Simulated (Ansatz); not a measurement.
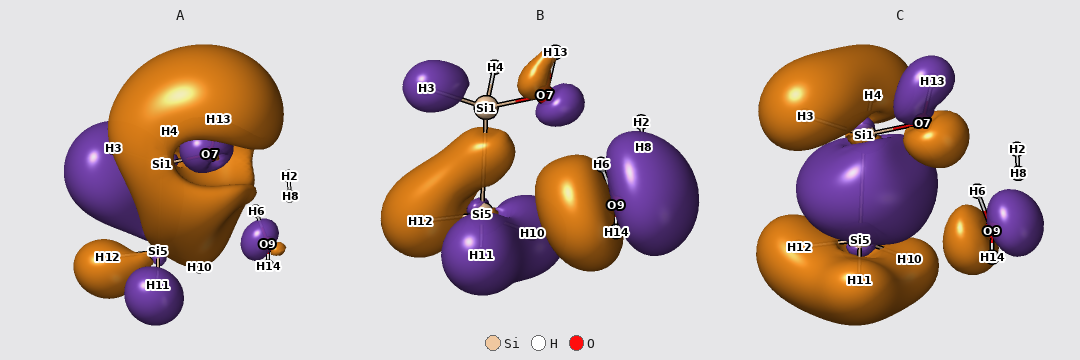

*H6OSi2···H2···H2O. Three frontier orbitals at ±0.06 Å⁻³ᐟ² (orange and purple are the two phases), in no order.*

The product side of a reaction path; geometry: PBE0-D4/def2-TZVP; a saddle point, not a minimum.

Level of theory: RKS PBE0-D4/def2-TZVPP in Ansatz 0.2.0.

```xyz
14

Si   -0.3606   -1.4937   -0.0438
H     0.8130    0.8997    2.7252
H    -0.7692   -2.6457   -0.8987
H    -0.5807   -1.9056    1.3720
Si   -1.6341    0.3934   -0.5840
H     1.5540    0.6830   -0.4589
O     1.2607   -1.1739   -0.2913
H     0.9347    1.2568    2.0797
O     1.2834    1.6128   -0.4577
H    -1.5473    1.4666    0.4322
H    -1.3030    0.9007   -1.9401
H    -3.0397   -0.1107   -0.6204
H     1.8864   -1.8326    0.0145
H     1.5023    1.9493   -1.3287
```

Q: Order the three orbitals by energy and name them.

A: B is the HOMO−1 (−8.61 eV). Its weight (Hirshfeld) is mainly on O9 (about 70 %) and Si5 (about 10 %); largely a lone pair of O9. C is the HOMO (−8.17 eV). Its weight (Hirshfeld) is mainly on Si5 (about 35 %), Si1 (about 35 %) and H3 (about 5 %). A is the LUMO (−0.45 eV). Its weight (Hirshfeld) is mainly on Si1 (about 40 %), H13 (about 15 %), Si5 (about 15 %) and O7 (about 10 %).

Q: What is the HOMO–LUMO gap?

A: 7.72 eV between the orbital energies.
